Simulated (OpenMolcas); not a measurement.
**Single-point calculation of CuF4 (charge −2) (part 2 of 2)**

CuF4, charge −2, multiplicity 2; NEVPT2/ANO-RCC-VDZ, DKH2 (OpenMolcas 26.06). The geometry comes from this level: GFN2-xTB.

Geometry of the input (Å):
```
Cu 0.0001  0.0000  -0.0001
F  1.7297  -0.0321  0.7220
F  0.0250  1.7380  -0.7006
F  -1.7305  0.0158  0.7183
F  -0.0243  -1.7217  -0.7397
```

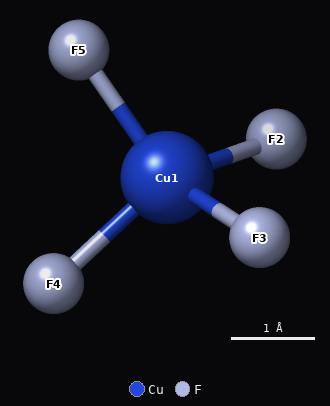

**Figure 1.** The structure (ball-and-stick view, seen at a tilt; atoms are numbered from 1 in the order of the input). Sticks mark near contacts.

### The program's output, continued
```
         17   -1.0396    2.0000
                20 CU1    3d1-   ( 0.1786)  24 CU1    3d1+   ( 0.1032)  29 F2     2s     (-0.5166)  38 F3     2s     ( 0.5535)
                47 F4     2s     (-0.3381)  56 F5     2s     ( 0.4896)
         18   -0.2441    2.0000
                 3 CU1    3s     ( 0.1088)  31 F2     2px    ( 0.3313)  35 F2     2pz    ( 0.2247)  42 F3     2py    ( 0.4276)
                44 F3     2pz    (-0.2365)  49 F4     2px    (-0.4018)  53 F4     2pz    ( 0.1630)  60 F5     2py    (-0.3965)
                62 F5     2pz    (-0.2504)
         19   -0.2411    2.0000
                18 CU1    3d2-   ( 0.3253)  20 CU1    3d1-   ( 0.1234)  26 CU1    3d2+   (-0.1125)  31 F2     2px    ( 0.2300)
                35 F2     2pz    ( 0.2080)  40 F3     2px    ( 0.3184)  42 F3     2py    (-0.1552)  44 F3     2pz    ( 0.2303)
                49 F4     2px    (-0.4482)  53 F4     2pz    ( 0.1517)  58 F5     2px    (-0.3369)  60 F5     2py    ( 0.4143)
                62 F5     2pz    ( 0.1439)
         20   -0.2196    2.0000
                24 CU1    3d1+   ( 0.1296)  31 F2     2px    (-0.6300)  33 F2     2py    (-0.1777)  35 F2     2pz    (-0.1276)
                42 F3     2py    ( 0.2642)  49 F4     2px    (-0.4795)  53 F4     2pz    ( 0.1167)  58 F5     2px    ( 0.3047)
                60 F5     2py    ( 0.2073)
         21   -0.2131    2.0000
                31 F2     2px    (-0.2703)  33 F2     2py    ( 0.2327)  42 F3     2py    (-0.5766)  44 F3     2pz    ( 0.1413)
                49 F4     2px    (-0.3073)  60 F5     2py    (-0.5264)  62 F5     2pz    (-0.2099)
         22   -0.1948    2.0000
                31 F2     2px    ( 0.3542)  35 F2     2pz    (-0.6113)  40 F3     2px    ( 0.4348)  42 F3     2py    (-0.1154)
                44 F3     2pz    (-0.1852)  58 F5     2px    ( 0.3765)  60 F5     2py    ( 0.1333)  62 F5     2pz    (-0.1803)

         23   -0.1922    2.0000
                33 F2     2py    (-0.3435)  40 F3     2px    (-0.3436)  42 F3     2py    (-0.4395)  44 F3     2pz    (-0.6471)
                49 F4     2px    (-0.2196)  60 F5     2py    ( 0.1031)  62 F5     2pz    ( 0.1682)
         24   -0.1903    2.0000
                31 F2     2px    (-0.2037)  33 F2     2py    ( 0.1327)  40 F3     2px    ( 0.4805)  42 F3     2py    ( 0.1546)
                44 F3     2pz    (-0.3604)  51 F4     2py    (-0.2584)  58 F5     2px    (-0.3197)  60 F5     2py    (-0.2897)
                62 F5     2pz    ( 0.4915)
         25   -0.1847    2.0000
                31 F2     2px    ( 0.2884)  33 F2     2py    (-0.2820)  35 F2     2pz    (-0.2165)  40 F3     2px    (-0.1714)
                44 F3     2pz    ( 0.3978)  49 F4     2px    (-0.1271)  58 F5     2px    ( 0.2104)  60 F5     2py    (-0.3310)
                62 F5     2pz    ( 0.6288)
         26   -0.1757    2.0000
                33 F2     2py    ( 0.1618)  35 F2     2pz    (-0.6084)  40 F3     2px    (-0.3909)  42 F3     2py    ( 0.2461)
                49 F4     2px    (-0.2215)  53 F4     2pz    (-0.1834)  58 F5     2px    (-0.5401)
         27   -0.3190    2.0000
                18 CU1    3d2-   (-0.7396)  20 CU1    3d1-   (-0.5090)  22 CU1    3d0    ( 0.1213)  24 CU1    3d1+   (-0.2157)
                31 F2     2px    ( 0.1034)  35 F2     2pz    ( 0.1143)  44 F3     2pz    ( 0.1507)  49 F4     2px    (-0.1835)
                60 F5     2py    ( 0.2094)  62 F5     2pz    ( 0.1015)
         28   -0.3218    2.0000
                18 CU1    3d2-   ( 0.2928)  20 CU1    3d1-   (-0.2215)  22 CU1    3d0    (-0.5341)  24 CU1    3d1+   (-0.7104)
                31 F2     2px    (-0.1424)  40 F3     2px    (-0.1110)  47 F4     2s     (-0.1056)  49 F4     2px    (-0.1234)
                51 F4     2py    (-0.1002)  53 F4     2pz    ( 0.1083)  56 F5     2s     ( 0.1042)
         29   -0.2366    2.0000
                20 CU1    3d1-   (-0.2939)  22 CU1    3d0    (-0.3145)  24 CU1    3d1+   ( 0.4581)  44 F3     2pz    ( 0.1423)
                51 F4     2py    (-0.7082)  53 F4     2pz    (-0.1224)  58 F5     2px    ( 0.1706)  62 F5     2pz    (-0.1767)

         30   -0.1849    2.0000
                22 CU1    3d0    (-0.3070)  24 CU1    3d1+   ( 0.3274)  33 F2     2py    ( 0.1366)  35 F2     2pz    (-0.1179)
                40 F3     2px    (-0.1397)  44 F3     2pz    (-0.1099)  49 F4     2px    ( 0.2464)  51 F4     2py    ( 0.1434)
                53 F4     2pz    ( 0.8210)  58 F5     2px    (-0.1087)
         31   -0.2024    2.0000
                20 CU1    3d1-   (-0.1715)  22 CU1    3d0    (-0.4165)  24 CU1    3d1+   ( 0.1463)  33 F2     2py    (-0.5657)
                40 F3     2px    ( 0.3598)  51 F4     2py    ( 0.4423)  53 F4     2pz    (-0.1854)  58 F5     2px    (-0.2873)
                62 F5     2pz    (-0.1920)
         32   -0.2074    2.0000
                22 CU1    3d0    (-0.4064)  24 CU1    3d1+   ( 0.2557)  31 F2     2px    ( 0.1060)  33 F2     2py    ( 0.5552)
                35 F2     2pz    ( 0.1430)  44 F3     2pz    (-0.2064)  49 F4     2px    (-0.1051)  51 F4     2py    ( 0.3545)
                53 F4     2pz    (-0.3540)  58 F5     2px    ( 0.2496)  62 F5     2pz    ( 0.2346)
         33   -0.3114    2.0000
                18 CU1    3d2-   (-0.4969)  20 CU1    3d1-   ( 0.7124)  22 CU1    3d0    (-0.4052)  24 CU1    3d1+   (-0.1251)
                42 F3     2py    (-0.1634)  51 F4     2py    (-0.2355)  56 F5     2s     (-0.1253)
         34    0.1527    1.0000
                26 CU1    3d2+   ( 1.0042)  31 F2     2px    ( 0.1100)  42 F3     2py    (-0.1113)  49 F4     2px    (-0.1104)
                60 F5     2py    ( 0.1091)  62 F5     2pz    ( 0.1001)
--

      Von Neumann Entropy (Root   1) =  0.50000

      Mulliken population analysis for root number:  1
      -----------------------------------------------

++    Molecular charges:
      ------------------

      Mulliken charges per centre and basis function type
      ---------------------------------------------------

                CU1     F2      F3      F4      F5
      1s       2.0000  2.0000  2.0000  2.0000  2.0000
      2s       2.0000  1.9710  1.9710  1.9710  1.9710
      2px      2.0000  1.9180  1.9867  1.9179  1.9867
      2pz      2.0000  1.9668  1.9674  1.9669  1.9663
      2py      2.0000  1.9867  1.9174  1.9868  1.9185
      3s       1.9990 -0.0023 -0.0023 -0.0023 -0.0023
      3px      1.9995  0.0076  0.0010  0.0076  0.0010
      3pz      1.9999  0.0059  0.0059  0.0059  0.0059
      3py      1.9995  0.0010  0.0076  0.0010  0.0075
      4s       0.1195  0.0000  0.0000  0.0000  0.0000
      3d2+     1.0550  0.0000  0.0000  0.0000  0.0000
      3d1+     2.0018  0.0000  0.0000  0.0000  0.0000
      3d0      1.9965  0.0000  0.0000  0.0000  0.0000
      3d1-     2.0016  0.0000  0.0000  0.0000  0.0000
      3d2-     2.0027  0.0000  0.0000  0.0000  0.0000
      4px      0.1067  0.0000  0.0000  0.0000  0.0000
      4pz      0.0671  0.0000  0.0000  0.0000  0.0000
      4py      0.1067  0.0000  0.0000  0.0000  0.0000
      5s       0.0526  0.0000  0.0000  0.0000  0.0000
      4d2+     0.0286  0.0000  0.0000  0.0000  0.0000
      4d1+     0.0116  0.0000  0.0000  0.0000  0.0000
      4d0      0.0077  0.0000  0.0000  0.0000  0.0000
      4d1-     0.0116  0.0000  0.0000  0.0000  0.0000
      4d2-     0.0133  0.0000  0.0000  0.0000  0.0000
      5px     -0.0001  0.0000  0.0000  0.0000  0.0000
      5pz      0.0006  0.0000  0.0000  0.0000  0.0000
      5py     -0.0001  0.0000  0.0000  0.0000  0.0000
      Total   27.5813  9.8548  9.8547  9.8546  9.8547

      N-E      1.4187 -0.8548 -0.8547 -0.8546 -0.8547

      Total electronic charge=   67.000000

      Total            charge=   -2.000000
--

      Expectation values of various properties for root number:  1
      -----------------------------------------------------------

++    Molecular properties:
      ---------------------

      Charge (e):
                      =   -2.0000
      Dipole Moment (debye):
      Origin of the operator (angstrom)=    0.0000   -0.0000   -0.0000
                   X=  1.0311E-03               Y=  8.0959E-05               Z= -1.0719E-03           Total=  1.4895E-03
      Center of Charge (angstrom)
                     X=   -0.00009705               Y=   -0.00000877               Z=    0.00010684
      Quadrupole Moment (debye*angstrom):
      Origin of the operator (angstrom)=    0.0000   -0.0000   -0.0000
                  XX= -6.0649E+01              XY= -9.8328E-03              XZ= -2.6089E-02              YY= -6.0641E+01
                  YZ= -1.8324E-01              ZZ= -4.4434E+01
      In traceless form (debye*angstrom)
                  XX= -8.1117E+00              XY= -1.4749E-02              XZ= -3.9134E-02              YY= -8.0999E+00
                  YZ= -2.7486E-01              ZZ=  1.6212E+01
--

      Mulliken spin population analysis for root number:  1
      ---------------------------------------------------

++    Molecular charges:
      ------------------

      Mulliken spin population per centre and basis function type
      ---------------------------------------------------

                CU1     F2      F3      F4      F5
      1s       0.0000  0.0000  0.0000  0.0000  0.0000
      2s       0.0000  0.0011  0.0011  0.0011  0.0011
      2px      0.0000  0.0068  0.0000  0.0069  0.0000
      2pz     -0.0000  0.0051  0.0049  0.0051  0.0052
      2py     -0.0000  0.0000  0.0070  0.0000  0.0067
      3s       0.0000 -0.0010 -0.0010 -0.0010 -0.0010
      3px      0.0000 -0.0002 -0.0000 -0.0002 -0.0000
      3pz      0.0000 -0.0010 -0.0010 -0.0010 -0.0010
      3py      0.0000 -0.0000 -0.0002  0.0000 -0.0001
      4s       0.0000  0.0000  0.0000  0.0000  0.0000
      3d2+     0.9447  0.0000  0.0000  0.0000  0.0000
      3d1+     0.0000  0.0000  0.0000  0.0000  0.0000
      3d0      0.0000  0.0000  0.0000  0.0000  0.0000
      3d1-     0.0001  0.0000  0.0000  0.0000  0.0000
      3d2-     0.0007  0.0000  0.0000  0.0000  0.0000
      4px      0.0000  0.0000  0.0000  0.0000  0.0000
      4pz      0.0025  0.0000  0.0000  0.0000  0.0000
      4py      0.0000  0.0000  0.0000  0.0000  0.0000
      5s       0.0000  0.0000  0.0000  0.0000  0.0000
      4d2+     0.0087  0.0000  0.0000  0.0000  0.0000
      4d1+     0.0000  0.0000  0.0000  0.0000  0.0000
      4d0      0.0000  0.0000  0.0000  0.0000  0.0000
      4d1-     0.0000  0.0000  0.0000  0.0000  0.0000
      4d2-     0.0000  0.0000  0.0000  0.0000  0.0000
      5px      0.0000  0.0000  0.0000  0.0000  0.0000
      5pz      0.0000  0.0000  0.0000  0.0000  0.0000
      5py      0.0000  0.0000  0.0000  0.0000  0.0000
      Total    0.9567  0.0108  0.0108  0.0108  0.0108

      Total electronic spin=    1.000000
--

      LoProp population analysis for root number:  1
      -----------------------------------------------

++    LoProp analysis:
      ----------------

++    Static properties:
      ------------------

      LoProp Charges per center

                   CU1      F2       F3       F4       F5
      Nuclear     29.0000   9.0000   9.0000   9.0000   9.0000
      Electronic -27.3947  -9.9014  -9.9013  -9.9013  -9.9013

      Total        1.6053  -0.9014  -0.9013  -0.9013  -0.9013
--

      Natural Bond Order analysis for root number:  1

++    Natural Bond Order analysis
      ---------------------------
      Based on LoProp computed density
      -------------------------------------------------------------------------------------
      Atom A       Atom B       Bond Order
      -------------------------------------------------------------------------------------
      NBO located      0.987 non-bonded electrons on atom CU1
      NBO located      1.003 non-bonded electrons on atom CU1
      NBO located      0.990 non-bonded electrons on atom CU1
      NBO located      0.990 non-bonded electrons on atom CU1
      NBO located      0.992 non-bonded electrons on atom CU1
      NBO located      0.998 non-bonded electrons on atom CU1
      NBO located      0.997 non-bonded electrons on atom CU1
      NBO located      0.997 non-bonded electrons on atom CU1
      NBO located      0.999 non-bonded electrons on atom CU1
      NBO located      1.000 non-bonded electrons on atom CU1
      NBO located      1.000 non-bonded electrons on atom CU1
      NBO located      1.000 non-bonded electrons on atom CU1
      NBO located      1.000 non-bonded electrons on atom CU1
      NBO located      0.938 non-bonded electrons on atom F2
      NBO located      1.000 non-bonded electrons on atom F2
      NBO located      1.018 non-bonded electrons on atom F2
      NBO located      1.004 non-bonded electrons on atom F2
      NBO located      0.938 non-bonded electrons on atom F3
      NBO located      1.000 non-bonded electrons on atom F3
      NBO located      1.017 non-bonded electrons on atom F3
      NBO located      1.004 non-bonded electrons on atom F3
      NBO located      0.938 non-bonded electrons on atom F4
      NBO located      1.000 non-bonded electrons on atom F4
      NBO located      1.018 non-bonded electrons on atom F4
      NBO located      1.004 non-bonded electrons on atom F4
      NBO located      0.937 non-bonded electrons on atom F5
      NBO located      1.000 non-bonded electrons on atom F5
      NBO located      1.018 non-bonded electrons on atom F5
      NBO located      1.004 non-bonded electrons on atom F5
      The remaining    4.806 electrons are to be considered as diffuse
--

--

      Average orbitals are written to the RASORB file
      Natural orbitals for root   1 are written to the RASORB.1 file
      Spin density orbitals for root   1 are written to the SPDORB.1 file

--- Stop Module: rasscf /rc=_RC_ALL_IS_WELL_ ---
--- Module rasscf spent 2 seconds ---

--- Start Module: caspt2 ---

                                              &CASPT2

                       available to each process: 1.9 GB of memory, 1 thread

++    Wave function specifications:
      -----------------------------

      Number of closed shell electrons          32
      Number of electrons in active shells      15
      Max number of holes in RAS1 space          0
      Max number of electrons in RAS3 space      0
      Number of inactive orbitals               16
      Number of active orbitals                  8
      Number of secondary orbitals              29
      Spin quantum number                      0.5
      State symmetry                             1
      Number of CSFs                             8
      Number of CASSCF root(s) available         1
      NEVPT2 state passed to geometry opt.       1
      A file JOBMIX will be created
      This is a CASSCF or RASSCF reference function
--

++    Orbital specifications:
      -----------------------

      Symmetry species                           1
                                                 a
      Frozen orbitals                           10
      Inactive orbitals                         16
      Active orbitals                            8
      Secondary orbitals                        29
      Deleted orbitals                           0
      Number of basis functions                 63
--

++    NEVPT2 specifications:
      ----------------------

      Type of calculation                        SS-NEVPT2
      Internal contraction for energies          partially and strongly contracted
                                                 (PC-NEVPT2 and SC-NEVPT2)
      Denominator threshold for SC-NEVPT2        1.00E-09
      Fock operator                              state-specific
      0th-order Hamiltonian                      DYALL
      IPEA shift                                 0.00
      Real shift                                 0.00
      Imaginary shift                            0.00
      The input orbitals will be transformed to quasi-canonical
--

--------------------------------------------------------------------------------
 Estimated memory requirements:
  POLY3 :                   252318
  RHS:                      416642
  SIGMA :                   487568
  PRPCTL:                        0
 Available workspace:    232485492

++ NEVPT2 computation for group   1

********************************************************************************
 Multi-State initialization phase begins for group   1
--------------------------------------------------------------------------------
********************************************************************************
 Compute H0 matrices for state    1
--------------------------------------------------------------------------------
--------------------------------------------------------------------------------
 H0 matrices have been computed.

********************************************************************************
  NEVPT2 EQUATION SOLUTION
--------------------------------------------------------------------------------

  Total nr of NEVPT2 parameters:
   Before reduction:      392636
   After  reduction:      258841

 Variance of |WF0>:       4.3243357585
-----------------------------------------------------------------------------------------------------------------------------

  FINAL PC-NEVPT2 RESULT:

      Reference energy:       -2051.4563481215
      E2 (Non-variational):      -0.8519924040
      E2 (Variational):          -0.8519924040
      Total energy:           -2052.3083405255
      Residual norm:              0.0000000000
      Reference weight:           0.82076

      Contributions to the PC-NEVPT2 correlation energy
      Active & Virtual Only:         -0.1839803526
      One Inactive Excited:          -0.3022379543
      Two Inactive Excited:          -0.3657740971

  FINAL SC-NEVPT2 RESULT:

      Reference energy:       -2051.4563481215
      E2 (Non-variational):      -0.8516791100
      E2 (Variational):          -0.8516791100
      Total energy:           -2052.3080272315
      Residual norm:              0.0000000000
      Reference weight:           0.82103

      Contributions to the SC-NEVPT2 correlation energy
      Active & Virtual only:         -0.1837736816
      One Inactive Excited:          -0.3021313197
      Two Inactive Excited:          -0.3657741087

   (Skip denominator check etc. with SC-NEVPT2 wavefunction)

   (Skipping property calculation,
    use PROP keyword to activate)
--

  Total SC-NEVPT2 energies:
::    SC-NEVPT2 Root  1     Total energy:  -2052.30802723

  A NEW JOBIPH FILE NAMED 'JOBMIX' IS PREPARED.
********************************************************************************
--- Stop Module: caspt2 /rc=_RC_ALL_IS_WELL_ ---
--- Module caspt2 spent 1 second ---

.##################.
.# Happy landing! #.
.##################.

    Timing: Wall=8.08 User=7.23 System=0.84
```

### Key numbers

- outcome: converged
- total energy: −2052.308027 hartree
- basis functions: 63
- wall time: 8.4 s
- peak memory: 0.41 GiB
